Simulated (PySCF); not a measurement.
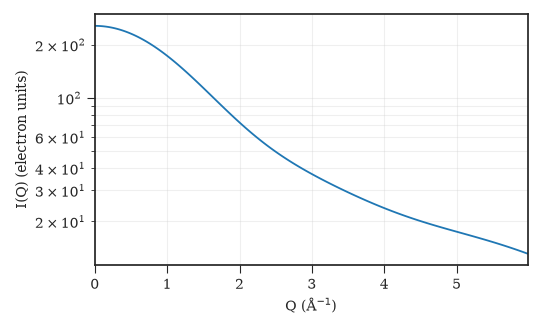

Elastic X-ray scattering of a randomly oriented, rigid molecule, calculated with the Debye equation from neutral-atom form factors (independent atoms, no Compton part, no vibration). The geometry is the end point of an optimisation (PySCF, PBE0-D3(BJ)/def2-SVP geometry optimisation, gas phase); it may be a saddle point or a higher isomer. It contains B, F, H.

### How many electrons does the independent-atom model of the molecule hold?

I(0) is the square of the electron number: I(0) = 256, so about 16 electrons, the count of BFH2.

### What radius of gyration does the initial fall-off give?

From I(Q) ≈ I(0) exp(−Q²R²/3) at small Q, R ≈ 1.11 Å. It is larger than the electron-weighted radius of the nuclear positions alone (0.84 Å), because each atom's electron cloud adds to it.
